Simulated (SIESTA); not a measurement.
Band structure of HfGa4Co (P4/mmm, 6 atoms in the cell).

```
CELL_PARAMETERS angstrom
      4.02791     0.00000     0.00000
      0.00000     4.02791     0.00000
      0.00000     0.00000     6.30101
ATOMIC_POSITIONS crystal
  Hf 0.00000 0.00000 0.00000
  Ga 0.50000 0.00000 0.70679
  Ga 0.50000 0.00000 0.29321
  Ga 0.00000 0.50000 0.70679
  Ga 0.00000 0.50000 0.29321
  Co 0.00000 0.00000 0.50000
```

Computed with SIESTA with GGA PBEsol, numerical atomic orbitals DZP, PseudoDojo PBEsol standard norm-conserving potentials (rewritten from UPF to PSML).

Settings: XC.functional = GGA; XC.authors = PBEsol; potentials = PseudoDojo PBEsol standard; PAO.BasisSize = DZP; PAO.EnergyShift = 0.005 Ry; MeshCutoff = 350 Ry; kgrid.MonkhorstPack = 5 5 3; OccupationFunction = MP; OccupationMPOrder = 0; ElectronicTemperature = 1160.45 K; MaxSCFIterations = 150; SCF.Mixer.Method = Pulay; SCF.Mixer.Weight = 0.1; SCF.Mixer.History = 6.

The starting cell comes from a database of computed structures (which also holds hypothetical and non-ambient phases and stackings), without a prior relaxation at this level. Its lattice was rescaled by a random factor within 2.5 % of one. Spin-orbit coupling is off. Spin polarisation is off. Values carry the incompleteness of an atom-centred basis.

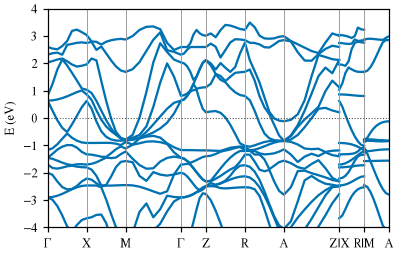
Bands along the path, energies from the Fermi level.

Levels in eV from the Fermi level, bands 37 to 42:
```json
[
 {"point": "Γ", "37": "-1.45", "38": "-1.45", "39": "-1.17", "40": "0.64", "41": "0.64", "42": "0.81"},
 {"point": "X", "37": "-1.70", "38": "-1.33", "39": "-0.91", "40": "0.63", "41": "0.86", "42": "1.03"},
 {"point": "M", "37": "-1.22", "38": "-1.11", "39": "-0.88", "40": "-0.82", "41": "-0.82", "42": "-0.79"},
 {"point": "Z", "37": "-2.31", "38": "-1.40", "39": "-1.18", "40": "0.21", "41": "1.12", "42": "2.12"},
 {"point": "R", "37": "-1.20", "38": "-1.17", "39": "-1.07", "40": "-1.02", "41": "0.81", "42": "1.69"},
 {"point": "A", "37": "-1.56", "38": "-1.14", "39": "-0.84", "40": "-0.84", "41": "-0.84", "42": "-0.84"}
]
```

Bands cross the Fermi level along this path, so the cell is metallic at this level.

Higher empty bands are left out: an atom-centred basis made for the valence describes them poorly.
